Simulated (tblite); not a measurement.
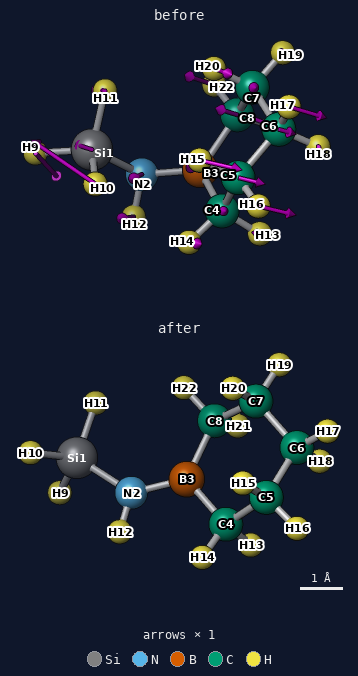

The structure of C5H14BNSi before (top) and after (bottom) a relaxation, at one scale. The purple arrows give the displacements, at their true length.

Style: ball-and-stick. Shown at a tilt.

Method: GFN2-xTB geometry optimisation, gas phase in tblite. 

Describe what moved and what it gained.

The largest move after the best rigid fit is that of H10, 2.28 Å. By element the largest moves are H 2.28 Å, Si 1.10 Å, N 1.01 Å, C 0.84 Å, B 0.80 Å. Among the contacts that change: N2–B3 1.509 → 1.402 Å, Si1–N2 1.791 → 1.742 Å, N2–H12 1.050 → 1.013 Å, C4–H13 1.123 → 1.095 Å. Among the angles between lasting bonds that change: Si1–N2–B3 109.6° → 134.8°, B3–N2–H12 107.7° → 113.9°, Si1–N2–H12 107.7° → 111.3°. The energy falls by 21.3 kcal/mol in 130 geometry steps. Cost: 1.1 s on 1 thread of Intel(R) Xeon(R) Platinum 8488C (shared host).
